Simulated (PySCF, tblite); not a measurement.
# C₄H₁₁OSi radical: geometry, infrared bands and EPR parameters

Wanted: the infrared bands and EPR parameters of C₄H₁₁OSi radical (`C[CH]CCO[SiH3]`), by calculation.

Programs: tblite 0.8.0 and PySCF 2.14.0, with density-fitted response routines of our own. Each step states its level of theory. These are calculated values for one molecule in the gas phase, unless marked as measured. Atoms are numbered from 0 throughout.

### Step 1. The molecule as given

17 atoms, charge 0, multiplicity 2; geometry from: force field or distance geometry start.

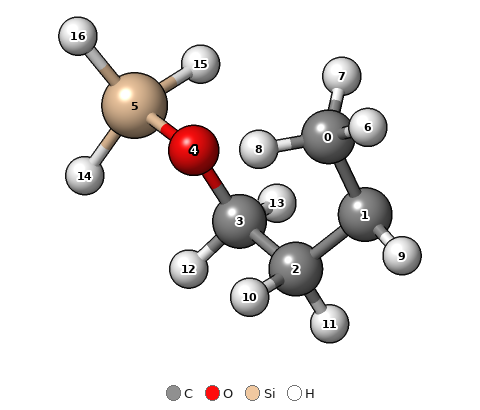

The starting geometry (carbon grey, oxygen red, silicon light orange, hydrogen white), atoms numbered.

### Step 2. Optimising the geometry with GFN2-xTB

What the job is given:

```
{"job": {"kind": "relax", "xc": "GFN2-xTB", "basis": "xTB"}, "charge": 0, "multiplicity": 2}
C     -1.830600     0.443300     1.007300
C     -1.734200    -0.899900     0.321900
C     -0.796700    -0.910100    -0.857800
C      0.607400    -0.517800    -0.570500
O      0.761200     0.742800    -0.020700
Si     2.440500     0.973800     0.233600
H     -2.901200     0.610200     1.348600
H     -1.251200     0.393000     1.952900
H     -1.497900     1.213400     0.306800
H     -2.758800    -1.177800    -0.003900
H     -1.176600    -0.182900    -1.636600
H     -0.768700    -1.954800    -1.279900
H      1.127200    -0.485600    -1.550500
H      1.148200    -1.303300     0.022700
H      3.149100     0.665000    -1.008300
H      2.802100     0.063100     1.343400
H      2.673000     2.339600     0.680000
```

Command:

```console
> OMP_NUM_THREADS=1 python probes_run.py task.json out
```

The driver reads the jobs from task.json and runs them one after another.

The log of the run:

```text
step      E/eV     max force
  0    -541.66049    2.496
  1    -541.94647    1.438
  2    -542.07706    0.924
  3    -542.13710    0.721
  4    -542.20789    0.593
  5    -542.24194    0.540
  6    -542.28816    0.452
  7    -542.31827    0.489
  8    -542.34958    0.471
  9    -542.37817    0.486
 10    -542.41310    0.447
 11    -542.44879    0.403
 12    -542.48266    0.417
 13    -542.50925    0.352
 14    -542.52593    0.259
 15    -542.53644    0.205
 16    -542.54587    0.279
 17    -542.55540    0.257
 18    -542.56153    0.648
 19    -542.57193    0.244
 20    -542.58006    0.295
 21    -542.59168    0.380
 22    -542.60196    0.324
 23    -542.61674    0.286
 24    -542.62968    0.262
 25    -542.64249    0.326
 26    -542.65471    0.289
 27    -542.66486    0.211
 28    -542.67052    0.123
 29    -542.67317    0.133
 30    -542.67491    0.141
 31    -542.67652    0.115
 32    -542.67779    0.087
 33    -542.67867    0.071
 34    -542.67931    0.061
 35    -542.67993    0.069
 36    -542.68066    0.067
 37    -542.68140    0.062
 38    -542.68186    0.051
 39    -542.68220    0.048
 40    -542.68245    0.043
 41    -542.68271    0.036
 42    -542.68302    0.045
 43    -542.68336    0.060
 44    -542.68371    0.063
 45    -542.68411    0.051
 46    -542.68455    0.056
 47    -542.68493    0.050
 48    -542.68521    0.041
 49    -542.68545    0.039
 50    -542.68572    0.045
 51    -542.68609    0.048
 52    -542.68648    0.040
 53    -542.68682    0.045
 54    -542.68711    0.045
 55    -542.68738    0.041
 56    -542.68763    0.044
 57    -542.68788    0.036
 58    -542.68819    0.042
 59    -542.68861    0.056
 60    -542.68906    0.049
 61    -542.68941    0.053
 62    -542.68963    0.040
 63    -542.68990    0.052
 64    -542.69029    0.050
 65    -542.69079    0.046
 66    -542.69116    0.045
 67    -542.69149    0.051
 68    -542.69191    0.052
 69    -542.69251    0.068
 70    -542.69318    0.060
 71    -542.69375    0.052
 72    -542.69416    0.062
 73    -542.69458    0.054
 74    -542.69514    0.071
 75    -542.69585    0.065
 76    -542.69645    0.060
 77    -542.69688    0.049
 78    -542.69718    0.057
 79    -542.69756    0.060
 80    -542.69797    0.051
 81    -542.69831    0.033
 82    -542.69854    0.035
 83    -542.69873    0.025
 84    -542.69889    0.029
 85    -542.69904    0.029
 86    -542.69918    0.031
 87    -542.69932    0.028
 88    -542.69945    0.035
 89    -542.69961    0.037
 90    -542.69987    0.036
 91    -542.70003    0.032
 92    -542.70034    0.038
 93    -542.70073    0.049
 94    -542.70122    0.055
 95    -542.70158    0.035
 96    -542.70171    0.057
 97    -542.70191    0.032
 98    -542.70206    0.030
 99    -542.70241    0.031
100    -542.70257    0.024
101    -542.70270    0.025
102    -542.70277    0.021
103    -542.70285    0.019
104    -542.70292    0.019
105    -542.70296    0.012
106    -542.70300    0.012
107    -542.70302    0.014
108    -542.70306    0.015
109    -542.70309    0.014
110    -542.70312    0.016
111    -542.70316    0.015
112    -542.70322    0.019
113    -542.70329    0.019
114    -542.70340    0.032
115    -542.70351    0.032
116    -542.70371    0.038
117    -542.70401    0.041
118    -542.70435    0.036
119    -542.70454    0.038
120    -542.70481    0.041
121    -542.70507    0.052
122    -542.70500    0.117
123    -542.70517    0.150
124    -542.70595    0.034
125    -542.70638    0.076
126    -542.70693    0.091
127    -542.70748    0.050
128    -542.70870    0.068
129    -542.70958    0.072
130    -542.71068    0.040
131    -542.71150    0.060
132    -542.71059    0.188
133    -542.71183    0.128
134    -542.71250    0.046
135    -542.71282    0.037
136    -542.71340    0.059
137    -542.71372    0.039
138    -542.71391    0.045
139    -542.71413    0.044
140    -542.71431    0.027
141    -542.71442    0.025
142    -542.71450    0.022
143    -542.71456    0.021
144    -542.71463    0.021
145    -542.71468    0.016
146    -542.71471    0.015
147    -542.71472    0.012
148    -542.71473    0.009
```

Wall time 0.73 s (1 thread of Arm Neoverse V2, shared host).

Step by step: (not every step is listed)

```
step  energy from step 0 (eV)  largest force (eV/Å)
   0                   0.0000                2.4958
   1                  -0.2860                1.4381
   2                  -0.4166                0.9238
   3                  -0.4766                0.7214
   4                  -0.5474                0.5930
   5                  -0.5815                0.5402
   6                  -0.6277                0.4521
   7                  -0.6578                0.4893
   8                  -0.6891                0.4711
  21                  -0.9312                0.3797
  34                  -1.0188                0.0615
  47                  -1.0244                0.0497
  60                  -1.0286                0.0488
  73                  -1.0341                0.0537
  86                  -1.0387                0.0308
  99                  -1.0419                0.0311
 112                  -1.0427                0.0192
 125                  -1.0459                0.0758
 138                  -1.0534                0.0450
 143                  -1.0541                0.0206
 144                  -1.0541                0.0212
 145                  -1.0542                0.0165
 146                  -1.0542                0.0150
 147                  -1.0542                0.0119
 148                  -1.0542                0.0087
```

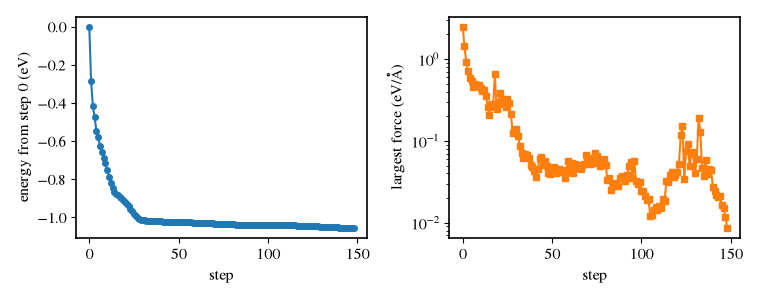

Energy and force, step by step.

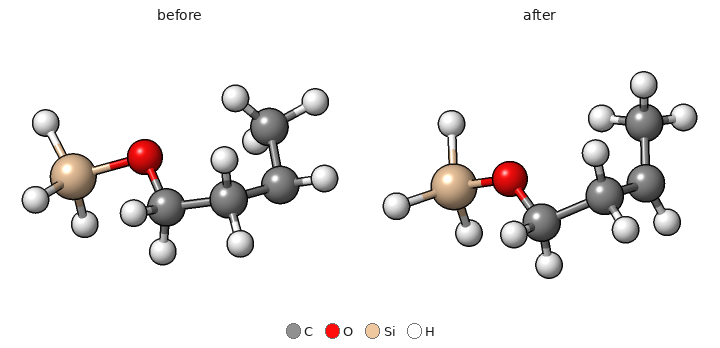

Before and after, at one scale.

Close pairs (by a distance rule), those that changed most:

```
  bond  before (Å)  after (Å)  change (Å)
O4–Si5       1.714      1.616      -0.098
 C2–C3       1.486      1.547      +0.061
 C0–H6       1.136      1.088      -0.048
C2–H10       1.131      1.092      -0.039
 C0–C1       1.511      1.476      -0.035
C2–H11       1.127      1.094      -0.033
 C1–H9       1.110      1.078      -0.033
 C1–C2       1.507      1.479      -0.028
```

The end geometry stands in the next job.

### Step 3. Vibrational analysis with GFN2-xTB

What the job is given:

```
{"job": {"kind": "ir", "xc": "GFN2-xTB", "basis": "xTB"}, "charge": 0, "multiplicity": 2}
C     -1.918576     0.622938     0.907471
C     -1.598814    -0.683695     0.298928
C     -0.917685    -0.759659    -1.011153
C      0.622721    -0.755951    -0.865245
O      1.039168     0.456201    -0.320497
Si     2.405247     0.859084     0.442197
H     -2.601624     0.513320     1.747324
H     -1.007820     1.114081     1.275084
H     -2.357207     1.298044     0.171102
H     -1.602777    -1.563967     0.920371
H     -1.191033     0.098073    -1.628845
H     -1.184515    -1.680556    -1.537484
H      1.086791    -0.890134    -1.851599
H      0.933081    -1.589001    -0.223106
H      3.558081     0.830447    -0.463537
H      2.683940    -0.056582     1.553776
H      2.044024     2.199387     0.874227
```

The log of the run:

```text
mode    cm-1     km/mol
  1     -19.9      0.59
  2      59.3      0.90
  3      85.2      1.24
  4      92.3      1.04
  5     151.9      2.62
  6     181.2      2.54
  7     267.9      1.12
  8     356.2      6.15
  9     411.0      5.17
 10     514.6     26.34
 11     599.4     65.83
 12     628.0     65.39
 13     748.7    220.12
 14     765.6     37.53
 15     807.6    255.69
 16     840.5    313.76
 17     881.4      1.29
 18     915.7     45.21
 19     974.6      3.60
 20     984.9      3.89
 21    1005.0      1.00
 22    1109.7     85.99
 23    1155.3    146.68
 24    1178.4     33.64
 25    1215.2     16.55
 26    1230.5     18.08
 27    1287.7      4.34
 28    1334.9     18.82
 29    1350.9     15.08
 30    1391.5      9.49
 31    1452.9      0.78
 32    1464.1      2.86
 33    1474.7      4.85
 34    1478.4      0.81
 35    2209.3    408.40
 36    2243.1    212.53
 37    2343.0    242.27
 38    2872.8     53.04
 39    2875.0     30.88
 40    2908.3     48.22
 41    2941.7     52.62
 42    2979.0     15.78
 43    2985.0     43.15
 44    3023.9     36.99
 45    3096.6     57.29
```

Wall time 0.41 s (1 thread of Arm Neoverse V2, shared host).

Which atoms move in the most intense modes:

```
cm⁻¹  km/mol                         atoms
 749   220.1  H16 59 %, H15 22 %, H14 13 %
 808   255.7  H14 33 %, H16 28 %, H15 25 %
 840   313.8            H15 42 %, H14 40 %
1110    86.0    O4 20 %, H11 20 %, C3 13 %
1155   146.7     O4 27 %, C3 24 %, C2 10 %
2209   408.4            H15 54 %, H14 42 %
2243   212.5            H14 55 %, H15 43 %
2343   242.3                      H16 97 %
```

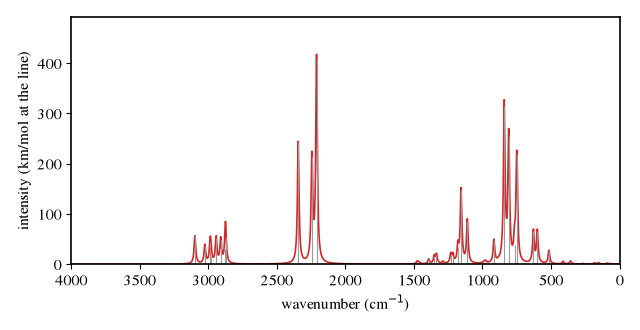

The infrared spectrum from these modes, unscaled. Lines are broadened to a width of 14 cm⁻¹ (Lorentzian).

### Step 4. g tensor and hyperfine couplings: B3LYP/pcH-1

The job, as its differences from that of step 3:

```diff
@@ -1,2 +1,2 @@
-{"job": {"kind": "ir", "xc": "GFN2-xTB", "basis": "xTB"}, "charge": 0, "multiplicity": 2}
+{"job": {"kind": "epr", "basis": "pcH-1"}, "charge": 0, "multiplicity": 2}
 C     -1.918576     0.622938     0.907471
```

Level: UKS B3LYP, pcH-1 on C H O Si, non-relativistic, mean-field spin-orbit, GIAO.

The log of the run:

```text
UKS, coarse grid
  cycle   1  E = -523.63971128  |g| = 5.66e-01
  cycle   2  E = -523.41465599  |g| = 9.56e-01
  cycle   3  E = -523.75534265  |g| = 9.55e-02
  cycle   4  E = -523.75827511  |g| = 4.32e-02
  cycle   5  E = -523.75916910  |g| = 7.10e-03
  cycle   6  E = -523.75919368  |g| = 1.82e-03
  cycle   7  E = -523.75919491  |g| = 1.04e-03
  cycle   8  E = -523.75919556  |g| = 2.85e-04
UKS, final grid
  cycle   1  E = -523.75916427  |g| = 3.12e-04
  cycle   2  E = -523.75916425  |g| = 4.07e-04
  cycle   3  E = -523.75916432  |g| = 4.90e-05
  cycle   4  E = -523.75916432  |g| = 2.04e-05
E = -523.75916432 Eh   <S^2> = 0.7538 (exact 0.7500)
g shifts (ppm)      1          2          3
  rmc          -143       -143       -143
  gc              0         25         23
  oz_so         -45        496        743
  total        -188        378        624
hyperfine (MHz)  atom isotope    a_iso     a_fc   dipolar eigenvalues
    0   13C     -32.69     -32.70     -2.55     -0.17      2.72
    1   13C     109.65     109.75    -80.21    -79.48    159.69
    2   13C     -30.92     -30.93     -2.01     -0.79      2.80
    3   13C      89.41      89.42     -6.26     -5.78     12.03
    4   17O       1.18       1.18     -0.96      0.24      0.72
    5  29Si      -2.18      -2.18     -0.51      0.18      0.33
    6    1H      23.74      23.74     -4.95     -4.23      9.19
    7    1H     159.37     159.37     -5.59     -2.64      8.23
    8    1H      53.42      53.42     -4.73     -4.53      9.26
    9    1H     -58.64     -58.65    -38.07     -0.51     38.59
   10    1H      15.57      15.57     -5.10     -4.03      9.13
   11    1H      51.64      51.64     -5.32     -4.34      9.66
   12    1H      13.66      13.66     -3.51     -1.83      5.34
   13    1H      -3.54      -3.54     -5.31     -2.14      7.45
   14    1H      -0.09      -0.09     -0.58     -0.49      1.07
   15    1H       0.04       0.04     -0.90     -0.82      1.72
   16    1H       0.59       0.59     -0.86     -0.70      1.56
```

Wall time 76 s (1 thread of Arm Neoverse V2, shared host); peak memory 0.96 GiB.

Principal g values 2.00213, 2.00270, 2.00294; g(iso) = 2.00259, against 2.00232 for a free electron.

Mean a(iso) over the nuclei that a row names, and the largest dipolar term of the row (other rows stand at the frozen geometry):

```
       nuclei  isotope  a(iso) (MHz)  a(iso) (G, at g = 2.0023)  largest dipolar term (MHz)
           C1      13C         109.7                       39.1                       159.7
           C3      13C          89.4                       31.9                        12.0
   H6, H7, H8       1H          78.8                       28.1                         9.3
           H9       1H         -58.6                      -20.9                        38.6
     H10, H11       1H          33.6                       12.0                         9.7
           C0      13C         -32.7                      -11.7                         2.7
           C2      13C         -30.9                      -11.0                         2.8
     H12, H13       1H           5.1                        1.8                         7.5
          Si5     29Si          -2.2                       -0.8                        -0.5
           O4      17O           1.2                        0.4                        -1.0
H14, H15, H16       1H           0.2                        0.1                         1.7
```

Mulliken spin populations:

C0 -0.08; C1 1.02; C2 -0.08; C3 0.05; O4 0.00; Si5 0.00; H6 0.01; H7 0.07; H8 0.02; H9 -0.04; H10 0.01; H11 0.02; H12 0.01; H13 0.00; H14 0.00; H15 0.00; H16 0.00

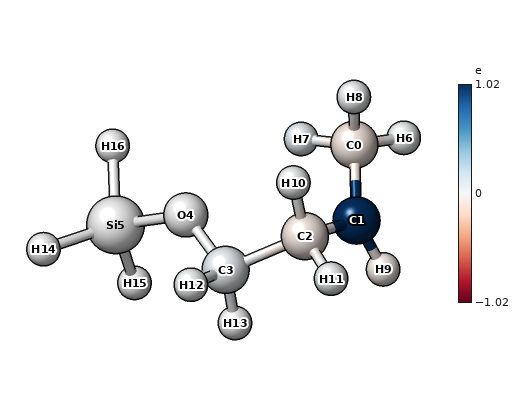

Mulliken spin populations, as colours on the atoms.

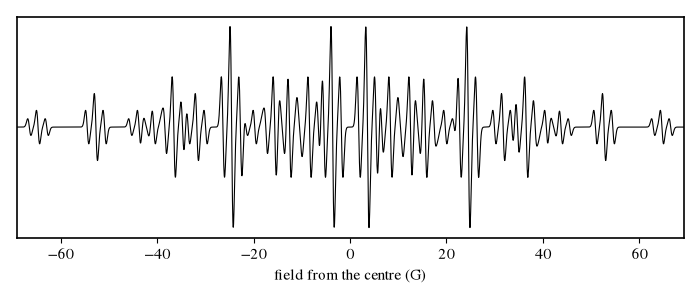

First-order isotropic spectrum (first derivative, main isotopes with spin only, couplings over 0.8 MHz, Gaussian width 0.3 G; couplings of the frozen geometry, rotation of groups not averaged beyond the rows shown).

The fields below are evaluated on a grid from the run's orbitals.

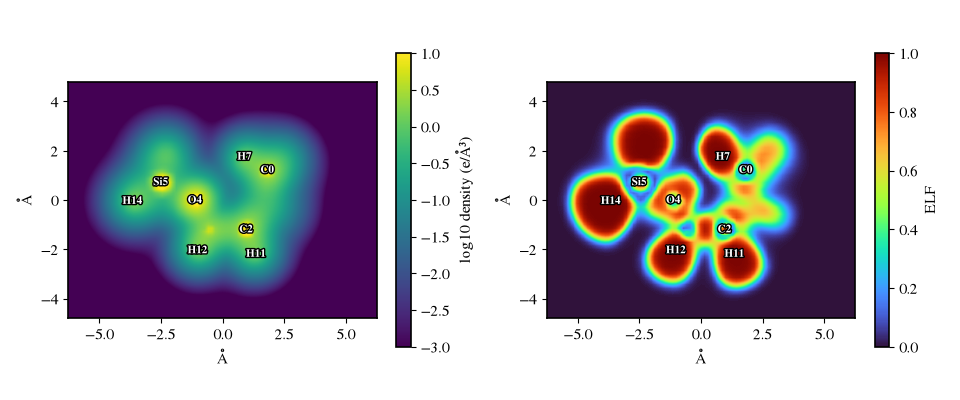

Density (left) and ELF (right) in a plane through or near 8 of the atoms.

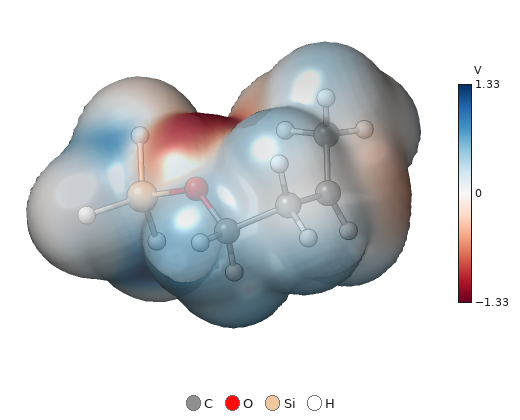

The potential that a unit positive charge feels on the 0.002 e/bohr³ surface, from -0.94 V near O4 to 1.33 V near H15.

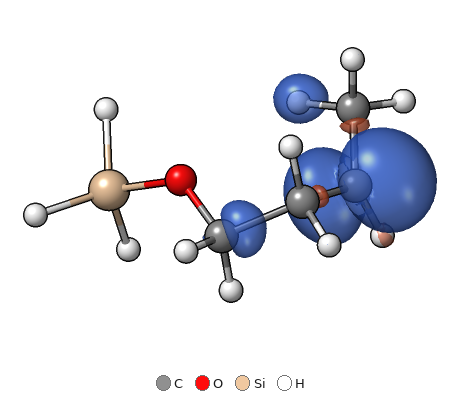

Spin density at ±0.04 e/Å³ (alpha excess blue, beta excess red).

### Step 5. What came out

| quantity | value |
| --- | --- |
| strongest single infrared mode (GFN2-xTB) | 2209 cm⁻¹, 408 km/mol |
| zero-point energy (GFN2-xTB) | 84.2 kcal/mol |
| g(iso) (B3LYP) | 2.00259 |
| ⟨S²⟩ | 0.754 (exact 0.75) |
| largest a(iso) (averaged by class) | 13C on C1, 109.7 MHz |
| potential on the surface of density 0.002 e/bohr³, 1st and 99th percentile | -0.94 V and 1.33 V |

Over 148 steps the energy fell by 1.054 eV; of the close pairs, O4–Si5 changed most, 1.714 to 1.616 Å. The lowest mode is slightly imaginary (20i cm⁻¹), a soft motion within the noise of the Hessian, so the minimum is not strictly shown. The strongest single mode, at 2209 cm⁻¹, moves mainly H15 and H14. Unscaled tight-binding wavenumbers are off by several per cent, some by more. Its intensities can rank the bands wrongly. C1 carries the largest spin population, 1.02 e. The isotropic g lies 0.3 ppt above the free-electron value. These values are for one conformer; the search (at its own cheap level) found 2 more, at 0.52, 1.06 kcal/mol, and measured spectra average over such forms.
